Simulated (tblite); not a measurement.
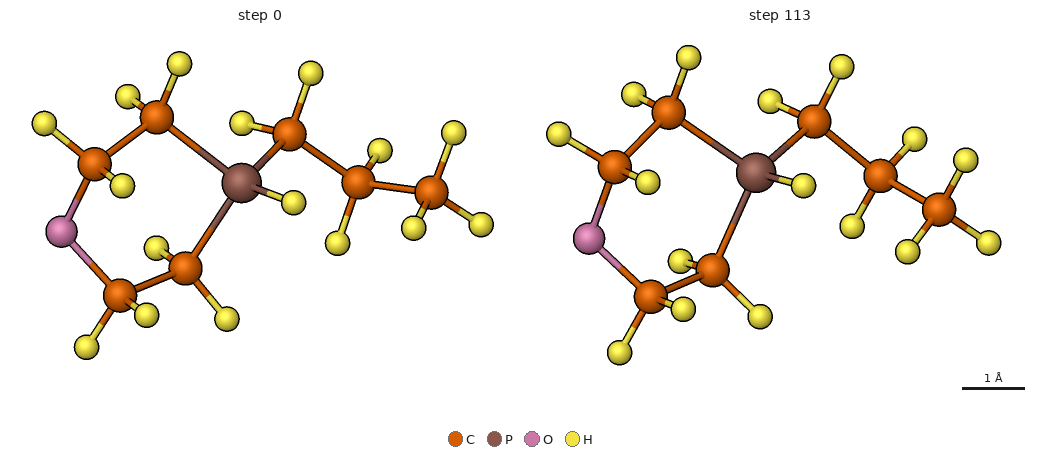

The structure of C7H16OP (charge +1) before (left) and after (right) a relaxation, at one scale.

Style: ball-and-stick. Shown at a tilt.

Computed with GFN2-xTB geometry optimisation, gas phase (tblite). 

Summarise the run.

The atom that moves furthest after the best rigid fit is an H atom (0.60 Å). By element the largest moves are H 0.60 Å, C 0.35 Å, P 0.26 Å, O 0.19 Å. Near-neighbour distances that change, for instance: H–P 1.423 → 1.380 Å, C–O 1.430 → 1.402 Å, C–C 1.519 → 1.543 Å, C–C 1.509 → 1.532 Å. Among the angles between lasting bonds that change: C–P–C 105.4° → 114.4°, C–P–H 113.9° → 106.3°, C–P–C 105.0° → 112.0°. Over 113 geometry steps the energy falls by 6.92 kcal/mol.
